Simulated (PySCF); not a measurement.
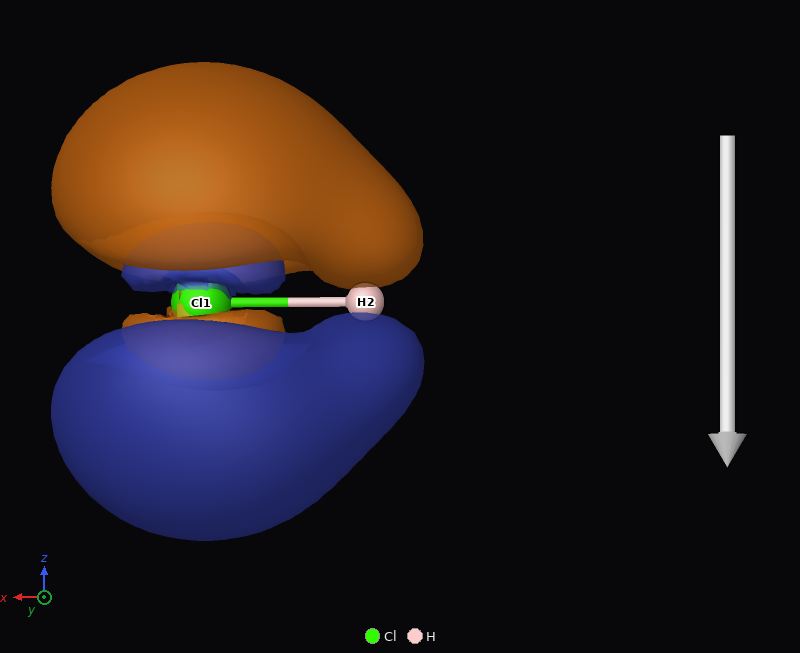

*ClH, SMILES `Cl`. Change of the electron density in a uniform field of 0.26 V/Å along −z (arrow), surfaces at ±0.001 e/Å³ (orange: gain, blue: loss).*

Method: PBE0/aug-cc-pVDZ; geometry: GFN2-xTB; program: PySCF. No frequency check shows the geometry to be a minimum. GFN2-xTB bond lengths at metals and heavier atoms can be off by up to 0.1 Å and shapes distorted, which carries into these values.

The calculation's input:

```python
import numpy as np
from pyscf import gto, scf, dft
from pyscf.scf import atom_ks, atom_hf
from scipy.linalg import block_diag

def solve(mol, dm0=None, hcore=None):
    mf = (dft.UKS if mol.spin else dft.RKS)(mol, xc='pbe0')
    mf.grids.level = 3
    mf = mf.density_fit(auxbasis='def2-universal-jkfit')
    mf.conv_tol, mf.max_cycle = 1e-8, 80
    if hcore is not None:
        mf.get_hcore = lambda *args: hcore
    mf.kernel(dm0)
    if not mf.converged:
        mf = mf.newton().run(mf.mo_coeff, mf.mo_occ, max_cycle=30)
    assert mf.converged, 'SCF not converged'
    return mf

mol = gto.M(atom='''
Cl     0.07095     0.00000     0.00000
H     -1.20607     0.00000     0.00000
''', basis='aug-cc-pvdz', charge=0, spin=0, verbose=4)
field = np.array([0.0, 0.0, 0.005])  # atomic units
mol.set_common_orig(mol.atom_charges() @ mol.atom_coords() / mol.atom_charges().sum())
mf = solve(mol)
out = dict(dm0=mf.make_rdm1(), d0=mf.dip_moment(unit='AU'), e0=mf.e_tot)
for name, sign in (('p', 1), ('m', -1)):
    h = mf.get_hcore() + sign * np.einsum('x,xij->ij', field, mol.intor('int1e_r'))
    mi = solve(mol, mf.make_rdm1(), h)
    out.update({'dm' + name: mi.make_rdm1(), 'd' + name: mi.dip_moment(unit='AU'), 'e' + name: mi.e_tot})
# spherically averaged free atoms, for the promolecule
atm = atom_ks.get_atm_nrks(mol, xc='pbe0')
pro = block_diag(*[(atm[a[0]][2] * atm[a[0]][3]) @ atm[a[0]][2].T for a in mol._atom])
np.savez('result.npz', pro=pro, **out)
```

Launched as:

```sh
OMP_NUM_THREADS=1 python input.py
```

The run took 3.6 s on 1 thread of Arm Neoverse N1 (shared host), peak memory 0.18 GiB.

Partitions, critical points and surface values were worked out afterwards from this run's density.

The field was applied in both directions; the picture shows the one opposite to the script's first.

> What dipole is induced, and what polarisability does it imply?

The induced dipole is 0.20 D (along the field); α along this axis, from the fields in both directions, is 15 bohr³ (2.3 Å³).
